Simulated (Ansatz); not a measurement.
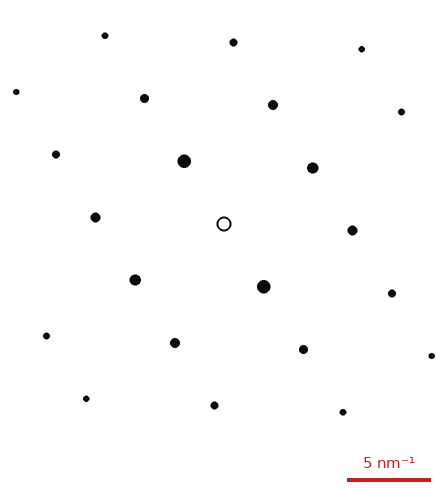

The pattern is a kinematic simulation for 100 kV electrons (no multiple scattering; isotropic B = 0.8 Å²).

Describe the geometry of this pattern.

Answer. The spots form a rectangular net whose two shortest vectors correspond to d = 2.24 Å and 1.58 Å, 90.0° apart.

What is the point symmetry of the pattern, intensities included?

Answer. 2mm.

Which crystal and zone produced it?

Answer. This cannot be fixed from one zone alone; the pattern is [110] of W, space group Im-3m (No. 229), a = 3.16 Å. The net vectors are 1 -1 0 and 0 0 2. Structure: the input geometry of an electronic-structure calculation (not necessarily at equilibrium).
